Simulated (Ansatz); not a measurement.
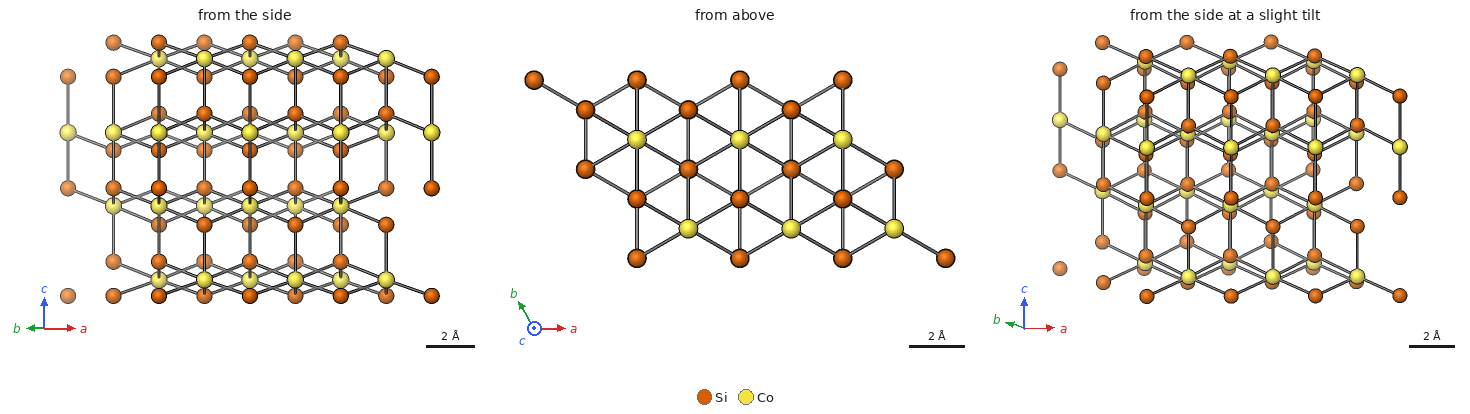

A ball-and-stick picture of a periodic slab, seen from the side, from above and from the side at a slight tilt. The surface normal points up in side views; the vacuum is left out. 3×2 cells are drawn in the plane, with atoms at the edges repeated.

The cell holds 4 Co, 8 Si. The slab was cut from bulk CoSi2 (Fm-3m).

Which atoms form the outer planes?

The top face ends in Si, the bottom face in Si. The two faces are alike.

Give the thickness from the bottom atom to the top atom.

About 11 Å from the lowest to the highest atom.

Give the sequence of planes from the top.

Twelve planes: Si / Co / Si / Si / Co / Si / Si / Co / Si / Si / Co / Si.

Name the surface by its Miller indices.

(1 1 1).

The numbers come from DFT PBE, scalar-relativistic, plane waves, PAW in Ansatz, using 420 eV cutoff, 9×9×1 k-points, Gaussian smearing of 0.1 eV, no spin polarisation (a spin-restricted run, not always the ground state).

What work functions does the calculation give?

5.01 eV on both faces.

The structure comes from a structure listed in the Materials Project, from which a slab was cut. The atoms were relaxed in a fixed cell with DFT PBE, scalar-relativistic, plane waves, PAW in Ansatz 0.2.0.
